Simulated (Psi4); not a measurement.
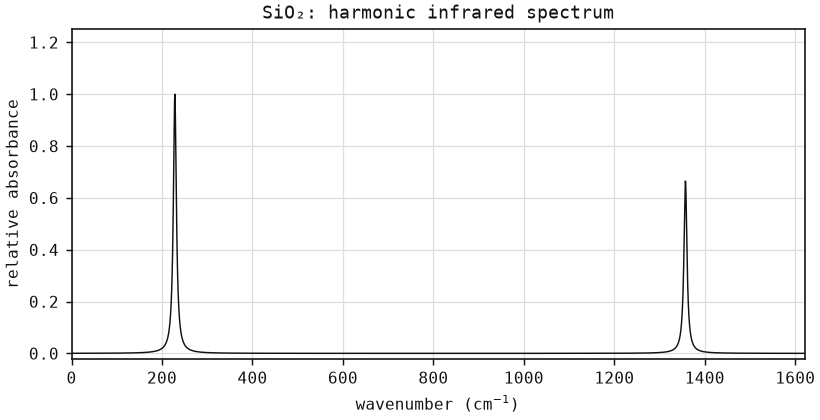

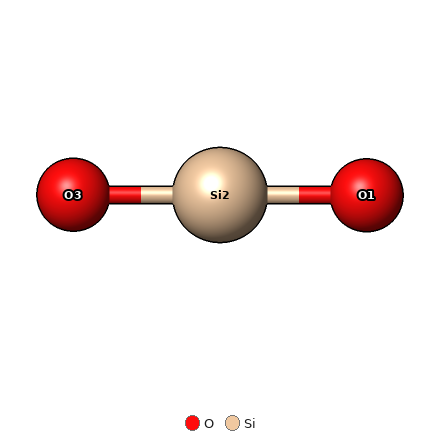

Infrared spectrum of SiO₂, SMILES O=[Si]=O. Unscaled harmonic wavenumbers and double-harmonic intensities, BLYP/6-31+G(d) (dispersion D4) in Psi4, at a geometry relaxed at this level, isolated molecule. Modes within 2 cm⁻¹ of each other count as one line, with their intensities summed. Lorentzian lines of 8 cm⁻¹ full width. Close modes add up in the curve.

**List the modes.**

| cm⁻¹ | km/mol |
| --- | --- |
| 228.5 (×2) | 136.0 |
| 925.5 | 0.0 |
| 1357.3 | 90.9 |

Note: double-zeta basis.
